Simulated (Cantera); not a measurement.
Feed: 1 mol SiH2Cl2, 1.5 mol N2, 1.8 mol NH3, at 1.00 Torr.

These are equilibrium values from Cantera (NASA tables, ideal gas, pure condensed phases), not measurements of a reactor. Candidate condensed phases: NH4Cl, Si, Si3N4; 28 gas species. The tables' values for SiCl, SiCl3, SiN are old estimates; treat these amounts as uncertain. Gases not in the tables: Si2H6 and higher silanes. Equilibrium is a limit: real reactors are often held back by kinetics, nucleation or transport.

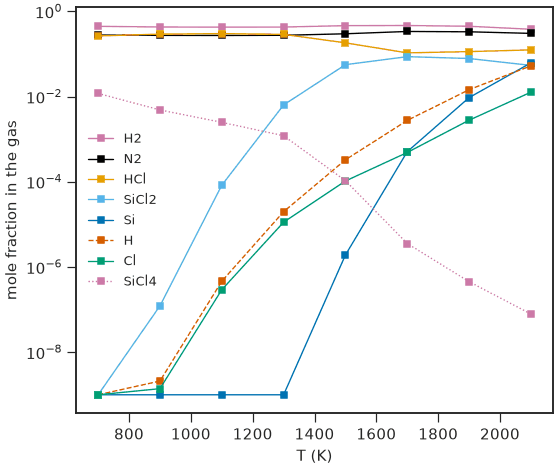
Fig. 1. Equilibrium gas composition (values under 1e-9 drawn at 1e-9)

Q: Read off the mole fractions at 700 K.

A: H2 about 0.45, N2 about 0.28, HCl about 0.26, SiCl4 about 0.012.
